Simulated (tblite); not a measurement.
# Geometry relaxation, with input and output: C7H10OP (charge −1)

C7H10OP, charge −1, SMILES CCc1c[p-]cc1OC, computed with GFN2-xTB geometry optimisation, gas phase (tblite 0.8.0).

It belongs to a series of runs on one base structure; here: H replaced by OCH3.

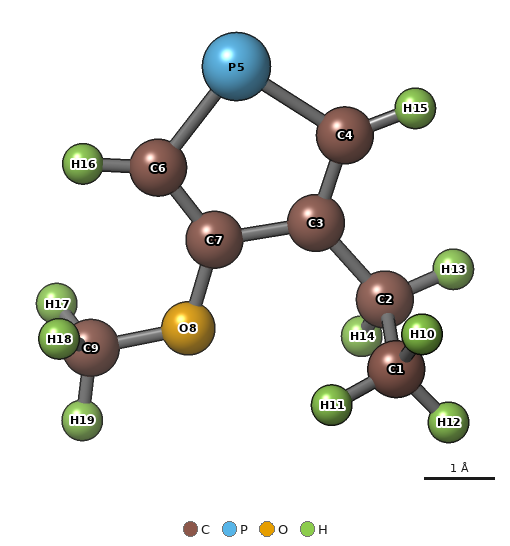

The structure as given in the input (ball-and-stick view, seen on its broad side; atoms are numbered from 1 in the order of the input).

Key numbers:

| quantity | value |
| --- | --- |
| outcome | converged |
| total energy | −730.7669 eV |
| hardware | 1 CPU thread, shared host |
| peak memory | 0.18 GiB |

Input file:
```
{"job": {"kind": "relax", "xc": "GFN2-xTB", "basis": "xTB"}, "charge": -1, "multiplicity": 1}
C     -2.064400    -0.680300    -1.084000
C     -1.758700     0.011800     0.229700
C     -0.538000     0.898400     0.153500
C     -0.647100     2.255200     0.073300
P      1.098600     2.902400     0.012700
C      1.851800     1.195000     0.092400
C      0.822200     0.332500     0.164200
O      0.887100    -1.034100     0.266600
C      2.182800    -1.625900     0.279900
H     -2.258700     0.056700    -1.870000
H     -1.261300    -1.334100    -1.409400
H     -2.977800    -1.293900    -0.978600
H     -2.635100     0.595900     0.553300
H     -1.608100    -0.744600     1.023000
H     -1.540400     2.865500     0.069700
H      2.914300     1.006100     0.105400
H      2.750100    -1.281100     1.152900
H      2.715600    -1.412000    -0.649500
H      2.057300    -2.704300     0.360500
```

The first line tells a small driver script what to run in tblite; the rest is the geometry in Å.

Command:
```bash
OMP_NUM_THREADS=1 python <driver script> task.json out
```

Log:
```
step      E/eV     max force
  0    -730.12460    3.357
  1    -730.45936    1.499
  2    -730.58733    1.270
  3    -730.65315    0.949
  4    -730.73629    0.350
  5    -730.74020    0.199
  6    -730.74384    0.179
  7    -730.74691    0.192
  8    -730.75039    0.161
  9    -730.75226    0.103
 10    -730.75342    0.108
 11    -730.75439    0.096
 12    -730.75569    0.109
 13    -730.75718    0.114
 14    -730.75852    0.099
 15    -730.75957    0.066
 16    -730.76055    0.069
 17    -730.76176    0.091
 18    -730.76307    0.092
 19    -730.76404    0.076
 20    -730.76464    0.057
 21    -730.76506    0.050
 22    -730.76537    0.038
 23    -730.76556    0.025
 24    -730.76566    0.021
 25    -730.76576    0.027
 26    -730.76589    0.038
 27    -730.76606    0.036
 28    -730.76622    0.029
 29    -730.76634    0.025
 30    -730.76643    0.023
 31    -730.76652    0.023
 32    -730.76659    0.020
 33    -730.76665    0.016
 34    -730.76671    0.020
 35    -730.76677    0.021
 36    -730.76682    0.018
 37    -730.76686    0.014
 38    -730.76689    0.010
 39    -730.76691    0.010
```

Trajectory as extended XYZ (Å, eV, eV/Å), 12 of the 40 frames kept, from step=0 to step=39:
```
19
Properties=species:S:1:pos:R:3:forces:R:3 step=0 energy=-730.12460
C    -2.0644   -0.6803   -1.0840   -0.7360  -0.2320  -0.3090
C    -1.7587    0.0118    0.2297    0.2550  -0.1790   0.6950
C    -0.5380    0.8984    0.1535    0.3960  -0.9180   0.0640
C    -0.6471    2.2552    0.0733    3.3480   0.2350  -0.0480
P     1.0986    2.9024    0.0127   -0.7220  -1.3210   0.0470
C     1.8518    1.1950    0.0924   -1.3460   2.5680  -0.0890
C     0.8222    0.3325    0.1642   -1.9310   0.7920  -0.0030
O     0.8871   -1.0341    0.2666    0.6020  -1.7780   0.0590
C     2.1828   -1.6259    0.2799   -0.7980   0.4890   0.1090
H    -2.2587    0.0567   -1.8700    0.1300  -0.0770   0.1180
H    -1.2613   -1.3341   -1.4094    0.1330   0.0910   0.1110
H    -2.9778   -1.2939   -0.9786    0.2530   0.1110  -0.0810
H    -2.6351    0.5959    0.5533    0.1850   0.0710  -0.2180
H    -1.6081   -0.7446    1.0230    0.0630   0.0410  -0.2990
H    -1.5404    2.8655    0.0697    0.2890  -0.1700  -0.0150
H     2.9143    1.0061    0.1054   -0.1890   0.0890  -0.0280
H     2.7501   -1.2811    1.1529    0.1250   0.1040  -0.1410
H     2.7156   -1.4120   -0.6495    0.1620   0.1640   0.0150
H     2.0573   -2.7043    0.3605   -0.2190  -0.0800   0.0120
19
Properties=species:S:1:pos:R:3:forces:R:3 step=4 energy=-730.73629
C    -2.0836   -0.6857   -1.0845   -0.0020  -0.0060   0.0010
C    -1.7573    0.0035    0.2428   -0.0920  -0.0350   0.0020
C    -0.5349    0.8616    0.1600    0.0180  -0.0490  -0.0040
C    -0.5136    2.2379    0.0747    0.0850  -0.2320   0.0080
P     1.0970    2.8971    0.0090    0.0500  -0.0180  -0.0080
C     1.7547    1.2750    0.0945   -0.0820  -0.2630   0.0240
C     0.7616    0.3258    0.1688    0.0890  -0.1680   0.0230
O     0.8836   -1.0807    0.2648    0.0870   0.1080  -0.0160
C     2.1648   -1.6149    0.2815    0.0170   0.0110  -0.0090
H    -2.2505    0.0562   -1.8638   -0.0110   0.0210   0.0140
H    -1.2571   -1.3199   -1.3943    0.0340   0.0020   0.0570
H    -2.9808   -1.3007   -0.9860   -0.0060  -0.0170  -0.0420
H    -2.6177    0.6096    0.5385   -0.0480   0.0770   0.0510
H    -1.5982   -0.7608    1.0115   -0.0310  -0.0310  -0.0440
H    -1.4175    2.8164    0.0668   -0.1210   0.3270  -0.0270
H     2.8110    1.0512    0.1000    0.0550   0.1250  -0.0240
H     2.7609   -1.2675    1.1387   -0.0380   0.0690  -0.0150
H     2.7263   -1.3946   -0.6389   -0.0210   0.0670   0.0090
H     2.0415   -2.7001    0.3613    0.0160   0.0120   0.0010
19
Properties=species:S:1:pos:R:3:forces:R:3 step=7 energy=-730.74691
C    -2.0849   -0.6862   -1.0846   -0.0240   0.0020  -0.0010
C    -1.7641    0.0019    0.2434   -0.0140   0.0110   0.0160
C    -0.5349    0.8536    0.1603   -0.0620   0.0200   0.0080
C    -0.5131    2.2294    0.0749   -0.0640   0.0870  -0.0080
P     1.1007    2.8898    0.0086   -0.0500  -0.1480   0.0030
C     1.7516    1.2617    0.0961    0.0680   0.0570  -0.0030
C     0.7630    0.3146    0.1707   -0.0700   0.0470   0.0000
O     0.8883   -1.0802    0.2639   -0.0640  -0.1810   0.0070
C     2.1674   -1.6136    0.2809    0.0390   0.0050   0.0000
H    -2.2511    0.0578   -1.8623    0.0010   0.0030   0.0040
H    -1.2543   -1.3191   -1.3887    0.0050   0.0210   0.0450
H    -2.9814   -1.3027   -0.9904   -0.0080  -0.0230  -0.0450
H    -2.6206    0.6158    0.5425    0.0070   0.0040   0.0190
H    -1.6017   -0.7647    1.0080   -0.0660  -0.0370  -0.0040
H    -1.4138    2.8361    0.0644    0.1680   0.0000  -0.0150
H     2.8122    1.0625    0.0977    0.0560   0.0160  -0.0130
H     2.7586   -1.2608    1.1375    0.0110   0.0540   0.0160
H     2.7255   -1.3881   -0.6385    0.0230   0.0470  -0.0240
H     2.0428   -2.6985    0.3613    0.0420   0.0140  -0.0030
19
Properties=species:S:1:pos:R:3:forces:R:3 step=11 energy=-730.75439
C    -2.0898   -0.6855   -1.0839   -0.0070   0.0100   0.0020
C    -1.7735    0.0007    0.2464   -0.0150  -0.0040   0.0070
C    -0.5418    0.8492    0.1627    0.0210  -0.0220   0.0190
C    -0.5129    2.2257    0.0741    0.0510  -0.0230  -0.0010
P     1.1009    2.8728    0.0075    0.0670   0.0390  -0.0100
C     1.7522    1.2499    0.0974   -0.0320  -0.0380  -0.0050
C     0.7557    0.3050    0.1725    0.0310  -0.0140  -0.0020
O     0.8830   -1.0966    0.2632    0.0190   0.0570  -0.0080
C     2.1723   -1.6104    0.2801   -0.0240   0.0220  -0.0010
H    -2.2512    0.0595   -1.8611    0.0020   0.0000  -0.0120
H    -1.2515   -1.3136   -1.3760   -0.0040   0.0160   0.0070
H    -2.9836   -1.3084   -1.0021   -0.0010   0.0010  -0.0170
H    -2.6231    0.6213    0.5488   -0.0320  -0.0160   0.0080
H    -1.6169   -0.7737    1.0048   -0.0480   0.0060   0.0190
H    -1.3892    2.8562    0.0596   -0.0550   0.0070  -0.0060
H     2.8181    1.0728    0.0935   -0.0290  -0.0830  -0.0010
H     2.7578   -1.2457    1.1375   -0.0220   0.0180  -0.0210
H     2.7279   -1.3741   -0.6402   -0.0180   0.0190   0.0240
H     2.0558   -2.6958    0.3608    0.0960   0.0050  -0.0030
19
Properties=species:S:1:pos:R:3:forces:R:3 step=14 energy=-730.75852
C    -2.0947   -0.6823   -1.0827    0.0200  -0.0040  -0.0150
C    -1.7810    0.0005    0.2503   -0.0260   0.0190   0.0020
C    -0.5447    0.8480    0.1688    0.0160  -0.0290   0.0010
C    -0.5059    2.2251    0.0731   -0.0130  -0.0120   0.0140
P     1.1108    2.8682    0.0048    0.0260  -0.0710  -0.0070
C     1.7529    1.2398    0.0963   -0.0040  -0.0040  -0.0100
C     0.7519    0.3000    0.1728    0.0070  -0.0250   0.0180
O     0.8777   -1.1021    0.2615    0.0810  -0.0020  -0.0020
C     2.1719   -1.6041    0.2796    0.0580   0.0030  -0.0010
H    -2.2505    0.0603   -1.8634   -0.0040   0.0180   0.0090
H    -1.2516   -1.3057   -1.3667    0.0250  -0.0200  -0.0250
H    -2.9856   -1.3120   -1.0140    0.0050   0.0350   0.0220
H    -2.6305    0.6188    0.5542   -0.0490   0.0460  -0.0060
H    -1.6399   -0.7780    1.0085    0.0270   0.0280  -0.0010
H    -1.3793    2.8622    0.0554   -0.0230  -0.0250   0.0030
H     2.8191    1.0552    0.0909   -0.0770  -0.0620  -0.0030
H     2.7541   -1.2310    1.1351   -0.0290   0.0330   0.0040
H     2.7274   -1.3606   -0.6383   -0.0240   0.0380  -0.0070
H     2.0882   -2.6931    0.3595   -0.0160   0.0340   0.0010
19
Properties=species:S:1:pos:R:3:forces:R:3 step=18 energy=-730.76307
C    -2.0948   -0.6782   -1.0833   -0.0020   0.0190   0.0150
C    -1.7941    0.0056    0.2542    0.0190  -0.0010  -0.0140
C    -0.5481    0.8418    0.1760   -0.0340   0.0150   0.0040
C    -0.5000    2.2192    0.0757   -0.0080  -0.0250   0.0040
P     1.1219    2.8515   -0.0004   -0.0580   0.0270  -0.0060
C     1.7492    1.2225    0.0931   -0.0050  -0.0500   0.0030
C     0.7460    0.2878    0.1774   -0.0560  -0.0320  -0.0020
O     0.8836   -1.1121    0.2599   -0.0810  -0.0410   0.0150
C     2.1845   -1.5943    0.2787   -0.0210   0.0300   0.0010
H    -2.2497    0.0657   -1.8633    0.0200   0.0100   0.0090
H    -1.2470   -1.3005   -1.3623   -0.0250   0.0220  -0.0020
H    -2.9862   -1.3073   -1.0209    0.0070   0.0100   0.0190
H    -2.6468    0.6265    0.5556    0.0520  -0.0010  -0.0570
H    -1.6581   -0.7746    1.0120    0.0090   0.0320   0.0030
H    -1.3714    2.8601    0.0522    0.0020  -0.0300   0.0150
H     2.8082    1.0199    0.0869    0.0590  -0.0210  -0.0090
H     2.7484   -1.2054    1.1367    0.0660   0.0140   0.0160
H     2.7259   -1.3355   -0.6412    0.0620   0.0160  -0.0150
H     2.1187   -2.6835    0.3587   -0.0070   0.0080   0.0000
19
Properties=species:S:1:pos:R:3:forces:R:3 step=21 energy=-730.76506
C    -2.0946   -0.6748   -1.0827   -0.0130   0.0000  -0.0060
C    -1.7979    0.0079    0.2543    0.0070  -0.0130  -0.0010
C    -0.5518    0.8393    0.1792    0.0200  -0.0200  -0.0050
C    -0.4997    2.2150    0.0775   -0.0080  -0.0020  -0.0030
P     1.1219    2.8438   -0.0031    0.0240  -0.0330   0.0020
C     1.7469    1.2109    0.0918   -0.0040  -0.0040   0.0010
C     0.7393    0.2799    0.1792    0.0190  -0.0070  -0.0100
O     0.8806   -1.1203    0.2611    0.0100   0.0130   0.0120
C     2.1887   -1.5873    0.2785   -0.0180   0.0000   0.0060
H    -2.2473    0.0697   -1.8621    0.0100   0.0150   0.0000
H    -1.2473   -1.2967   -1.3617   -0.0100   0.0090   0.0000
H    -2.9858   -1.3033   -1.0207   -0.0100  -0.0020   0.0060
H    -2.6491    0.6311    0.5495    0.0150   0.0170  -0.0310
H    -1.6636   -0.7691    1.0142   -0.0090  -0.0030   0.0190
H    -1.3698    2.8552    0.0530   -0.0310   0.0070   0.0160
H     2.8071    1.0019    0.0841   -0.0260   0.0200  -0.0100
H     2.7520   -1.1934    1.1379    0.0070  -0.0110  -0.0420
H     2.7306   -1.3231   -0.6428   -0.0030  -0.0020   0.0500
H     2.1299   -2.6773    0.3583    0.0210   0.0160  -0.0020
19
Properties=species:S:1:pos:R:3:forces:R:3 step=25 energy=-730.76576
C    -2.0960   -0.6736   -1.0831    0.0010  -0.0020   0.0030
C    -1.7987    0.0074    0.2543   -0.0040   0.0030  -0.0010
C    -0.5516    0.8366    0.1795   -0.0050   0.0000  -0.0040
C    -0.5002    2.2128    0.0778    0.0030  -0.0070   0.0000
P     1.1234    2.8382   -0.0040   -0.0150   0.0220  -0.0010
C     1.7458    1.2061    0.0913    0.0010   0.0050  -0.0050
C     0.7383    0.2760    0.1786   -0.0010   0.0000  -0.0010
O     0.8804   -1.1229    0.2634    0.0000  -0.0080   0.0080
C     2.1891   -1.5853    0.2794    0.0110  -0.0080   0.0040
H    -2.2454    0.0733   -1.8613   -0.0030   0.0000   0.0080
H    -1.2485   -1.2948   -1.3617   -0.0050  -0.0090  -0.0070
H    -2.9875   -1.3018   -1.0206   -0.0060   0.0070  -0.0090
H    -2.6480    0.6357    0.5433    0.0040   0.0110  -0.0050
H    -1.6680   -0.7677    1.0175   -0.0190   0.0040   0.0000
H    -1.3716    2.8533    0.0558    0.0050  -0.0130   0.0120
H     2.8048    0.9981    0.0814    0.0180   0.0080  -0.0080
H     2.7547   -1.1897    1.1346    0.0070   0.0020   0.0210
H     2.7321   -1.3180   -0.6385   -0.0020   0.0040  -0.0170
H     2.1371   -2.6745    0.3580    0.0070  -0.0200   0.0030
19
Properties=species:S:1:pos:R:3:forces:R:3 step=28 energy=-730.76622
C    -2.0970   -0.6737   -1.0835   -0.0040   0.0080   0.0050
C    -1.8002    0.0076    0.2543   -0.0020   0.0040  -0.0110
C    -0.5511    0.8336    0.1782    0.0040  -0.0110   0.0180
C    -0.5006    2.2100    0.0778    0.0040  -0.0190   0.0080
P     1.1221    2.8370   -0.0046   -0.0090   0.0150  -0.0040
C     1.7458    1.2051    0.0894   -0.0010  -0.0040  -0.0070
C     0.7392    0.2735    0.1775    0.0050  -0.0080   0.0040
O     0.8830   -1.1258    0.2675   -0.0070   0.0020   0.0010
C     2.1929   -1.5865    0.2814   -0.0040   0.0160  -0.0020
H    -2.2447    0.0767   -1.8589    0.0000  -0.0120  -0.0020
H    -1.2505   -1.2962   -1.3641   -0.0220   0.0010   0.0060
H    -2.9913   -1.2987   -1.0226    0.0070   0.0060  -0.0100
H    -2.6466    0.6433    0.5367    0.0040  -0.0110   0.0030
H    -1.6767   -0.7661    1.0208   -0.0150   0.0210  -0.0140
H    -1.3730    2.8486    0.0619    0.0000  -0.0020   0.0020
H     2.8053    0.9988    0.0769    0.0120   0.0070  -0.0030
H     2.7575   -1.1873    1.1358    0.0110  -0.0150   0.0170
H     2.7312   -1.3136   -0.6375    0.0120  -0.0140  -0.0150
H     2.1449   -2.6769    0.3586    0.0050   0.0170   0.0030
19
Properties=species:S:1:pos:R:3:forces:R:3 step=32 energy=-730.76659
C    -2.0989   -0.6726   -1.0837   -0.0050   0.0010  -0.0100
C    -1.8016    0.0086    0.2529   -0.0050   0.0010   0.0060
C    -0.5497    0.8301    0.1801   -0.0030   0.0060   0.0040
C    -0.5007    2.2062    0.0794   -0.0010   0.0110   0.0090
P     1.1201    2.8365   -0.0058    0.0060  -0.0120  -0.0030
C     1.7462    1.2047    0.0866    0.0020   0.0020  -0.0020
C     0.7411    0.2714    0.1777   -0.0020   0.0070   0.0060
O     0.8852   -1.1274    0.2707    0.0140   0.0040  -0.0030
C     2.1959   -1.5854    0.2827    0.0110  -0.0050   0.0000
H    -2.2444    0.0777   -1.8587    0.0000   0.0040  -0.0200
H    -1.2553   -1.2978   -1.3648    0.0030  -0.0060   0.0050
H    -2.9940   -1.2958   -1.0255   -0.0130   0.0010   0.0040
H    -2.6456    0.6477    0.5327   -0.0100   0.0080   0.0020
H    -1.6857   -0.7625    1.0217    0.0000  -0.0140   0.0050
H    -1.3738    2.8443    0.0666   -0.0010  -0.0060  -0.0020
H     2.8068    1.0013    0.0729   -0.0050   0.0020  -0.0030
H     2.7612   -1.1888    1.1386    0.0050   0.0000  -0.0090
H     2.7323   -1.3133   -0.6382    0.0100  -0.0020   0.0100
H     2.1511   -2.6756    0.3596   -0.0060  -0.0020   0.0010
19
Properties=species:S:1:pos:R:3:forces:R:3 step=35 energy=-730.76677
C    -2.1008   -0.6715   -1.0850   -0.0010   0.0010   0.0050
C    -1.8037    0.0095    0.2529   -0.0040  -0.0040  -0.0010
C    -0.5496    0.8285    0.1825   -0.0070   0.0020   0.0000
C    -0.5005    2.2047    0.0820    0.0030  -0.0010   0.0020
P     1.1201    2.8345   -0.0072   -0.0030   0.0210  -0.0020
C     1.7463    1.2037    0.0847   -0.0040  -0.0010   0.0040
C     0.7416    0.2704    0.1791   -0.0050  -0.0010   0.0000
O     0.8884   -1.1280    0.2719   -0.0060  -0.0030  -0.0010
C     2.1994   -1.5848    0.2833    0.0000  -0.0060   0.0010
H    -2.2439    0.0785   -1.8617    0.0040  -0.0090   0.0010
H    -1.2578   -1.2991   -1.3640   -0.0050   0.0030   0.0040
H    -2.9972   -1.2935   -1.0269   -0.0030   0.0130   0.0010
H    -2.6469    0.6512    0.5309    0.0030  -0.0020  -0.0010
H    -1.6916   -0.7621    1.0225   -0.0020  -0.0050  -0.0080
H    -1.3741    2.8415    0.0687   -0.0060   0.0060  -0.0010
H     2.8066    1.0018    0.0701    0.0080  -0.0070  -0.0030
H     2.7643   -1.1888    1.1391    0.0140   0.0100   0.0010
H     2.7351   -1.3127   -0.6374    0.0170   0.0030  -0.0010
H     2.1546   -2.6745    0.3602   -0.0050  -0.0180   0.0010
19
Properties=species:S:1:pos:R:3:forces:R:3 step=39 energy=-730.76691
C    -2.1022   -0.6707   -1.0854    0.0010  -0.0010   0.0000
C    -1.8048    0.0098    0.2525    0.0040   0.0030   0.0000
C    -0.5497    0.8280    0.1839    0.0040  -0.0010  -0.0030
C    -0.5010    2.2044    0.0839   -0.0050   0.0010  -0.0050
P     1.1190    2.8358   -0.0081   -0.0040  -0.0080   0.0040
C     1.7462    1.2046    0.0842   -0.0010   0.0040   0.0030
C     0.7420    0.2705    0.1798    0.0030   0.0010  -0.0040
O     0.8906   -1.1280    0.2724    0.0060   0.0010  -0.0020
C     2.2018   -1.5858    0.2839    0.0030   0.0010   0.0000
H    -2.2429    0.0774   -1.8639    0.0040   0.0040   0.0030
H    -1.2606   -1.3003   -1.3629    0.0000  -0.0060   0.0030
H    -3.0003   -1.2899   -1.0272   -0.0060   0.0050   0.0010
H    -2.6471    0.6527    0.5297   -0.0010  -0.0010   0.0030
H    -1.6949   -0.7629    1.0213    0.0000  -0.0020  -0.0040
H    -1.3757    2.8401    0.0700    0.0030   0.0030   0.0000
H     2.8070    1.0026    0.0679   -0.0090  -0.0030  -0.0010
H     2.7686   -1.1893    1.1390   -0.0040  -0.0030  -0.0020
H     2.7395   -1.3139   -0.6363   -0.0020  -0.0050   0.0040
H     2.1546   -2.6761    0.3609    0.0050   0.0070   0.0010
```

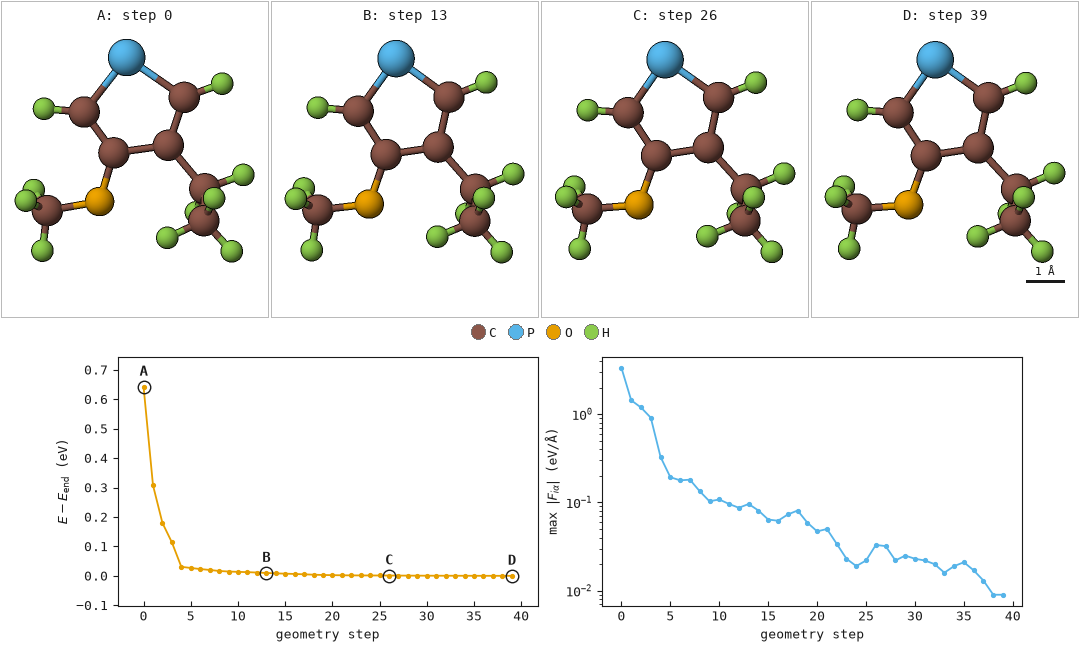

Frames of the relaxation (ball-and-stick view, seen at a tilt) above the curves, on which the letters mark them (steps are counted from 0).

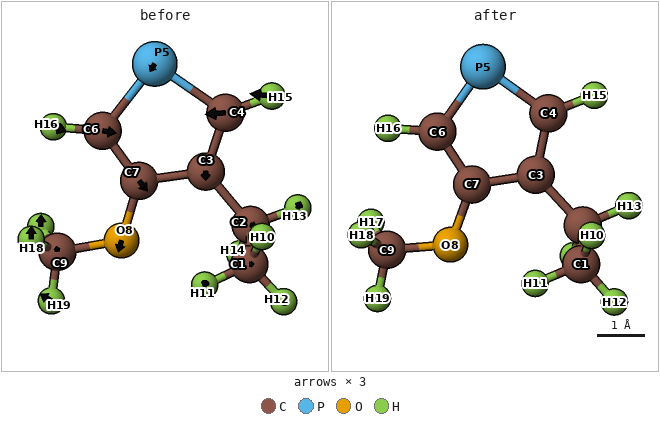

Before (left) and after (right) the relaxation, at one scale (ball-and-stick view, seen at a tilt). The black arrows give the displacements, magnified 3 times. H15 moves most after the best rigid fit: 0.17 Å. By element the largest moves are H 0.17 Å, C 0.15 Å, O 0.09 Å, P 0.07 Å. Among the contacts that change: C4–P5 1.863 → 1.741 Å, P5–C6 1.868 → 1.750 Å, C3–C7 1.473 → 1.407 Å, C7–O8 1.372 → 1.409 Å. Among the angles that change: C3–C4–P5 105.8° → 113.5°, C4–C3–C7 117.2° → 111.2°, P5–C6–C7 106.2° → 112.0°. The energy falls by 0.642 eV in 39 geometry steps. The largest force component goes from 3.3 to 0.009 eV/Å. (Atoms are counted from 1 in the order of the input.)
